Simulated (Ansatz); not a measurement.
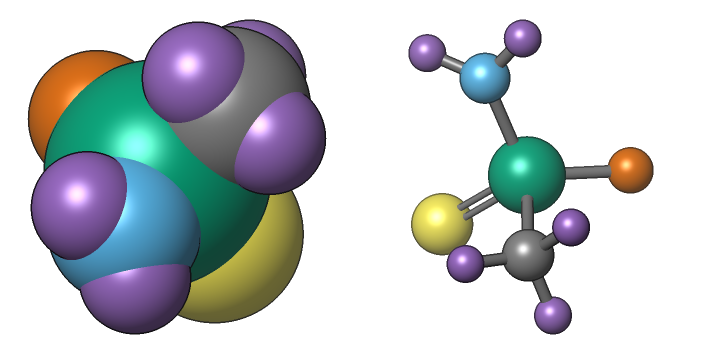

Two views of one molecule. Colours: carbon grey, vanadium teal, nitrogen blue, fluorine orange, sulfur yellow, hydrogen purple.

Charge 0, singlet.

Describe the molecule.

Formula CH5FNSV. Its SMILES string is `[CH3][V@@]([NH2])([F])=[S]`. The point group is C1. Coordination: 1 C tetrahedral; 1 V tetrahedral; 1 N trigonal planar.

The parts below concern this one geometry. Atoms keep their numbers from picture to picture. The computed structure is the end point of a PBE0-D4/def2-TZVP optimisation.

**Geometry**

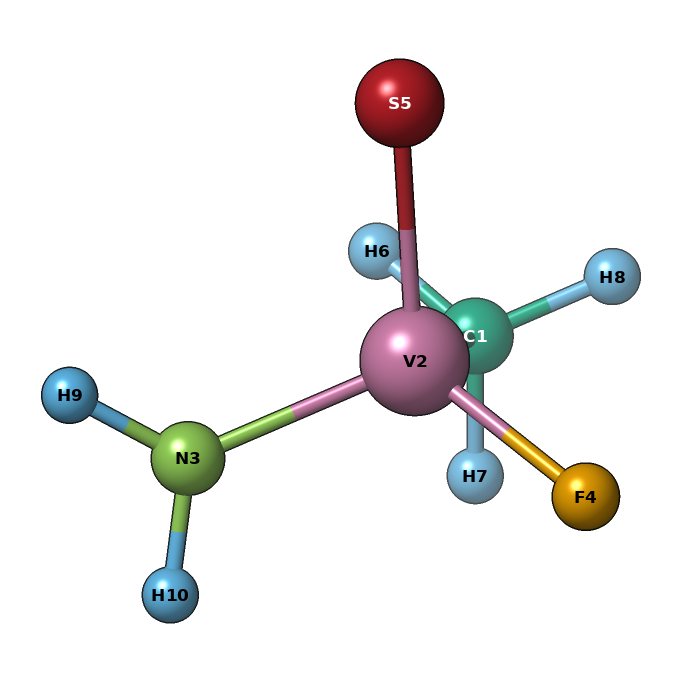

C1 lies behind V2. The molecule seen a little off the V2–C1 bond, V2 in front. Atoms fade into the background with distance from the viewer.

Question: What is the torsion angle S5–V2–C1–H6? The sign is positive where the front bond must turn clockwise to cover the back bond.

Answer: −56°, synclinal (gauche). The bonds about V2–C1 are staggered.

**Vibrations**

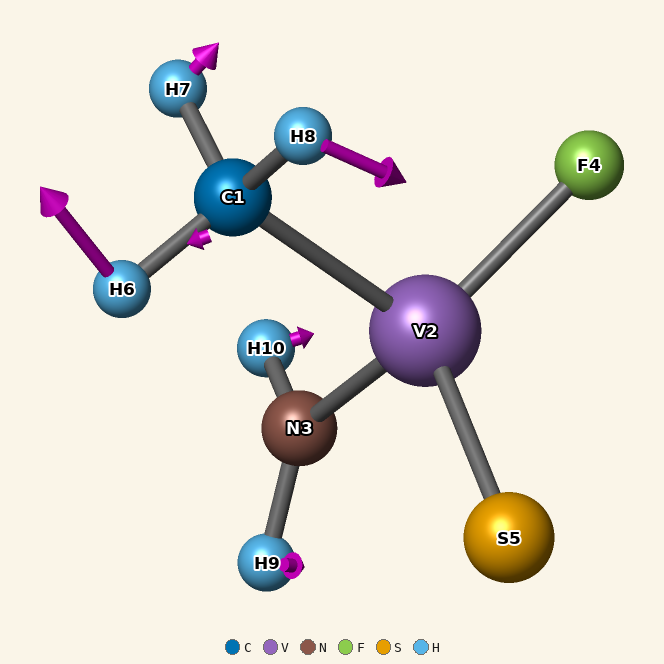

The arrows show one normal mode. Harmonic vibrations computed with RKS PBE0-D4/def2-TZVP (Ansatz 0.2.0) at a stationary point of the same level.

Question: Describe the motion.

Answer: Mostly H–C–V bending.

Question: At what wavenumber does it lie?

Answer: 611 cm⁻¹; it is mode 11 of 24 counted from the lowest.

**Electronic properties**

Method: RKS r2SCAN-D4/def2-TZVPP (Ansatz 0.2.0).

Computed properties:

- dipole moment: 3.28 D
- HOMO energy (Kohn–Sham orbital): −6.93 eV
- LUMO energy (Kohn–Sham orbital): −3.71 eV
- HOMO–LUMO gap: 3.22 eV
- dispersion correction: −5.4 kJ/mol

**Charges**

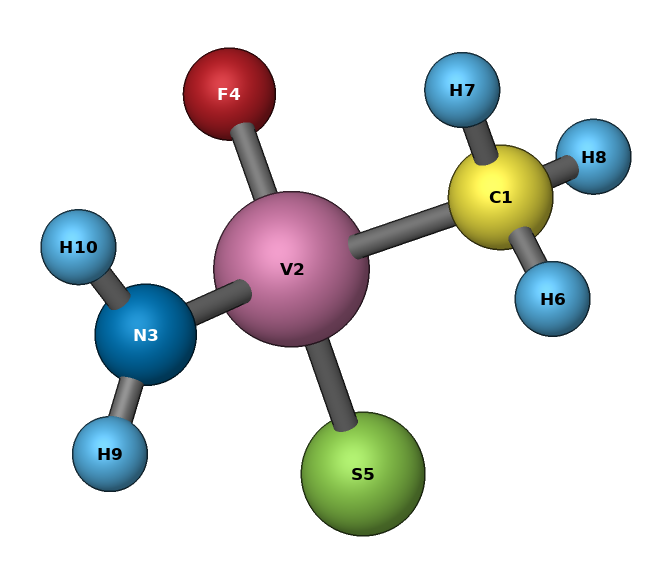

The questions are on Mulliken charges. Method: RKS PBE0-D4/def2-TZVP (Ansatz 0.2.0).

Question: Which atom carries the highest charge (most positive or least negative)?

Answer: V2 (1.17 e).

Question: And the lowest?

Answer: N3 (−0.73 e).

List the Mulliken charges.

```csv
atom,value (e)
C1,−0.56
V2,1.17
N3,−0.73
F4,−0.45
S5,−0.38
H6,0.15
H7,0.14
H8,0.15
H9,0.26
H10,0.25
```

Mulliken values depend strongly on the basis set and can even reverse the polarity of a bond.
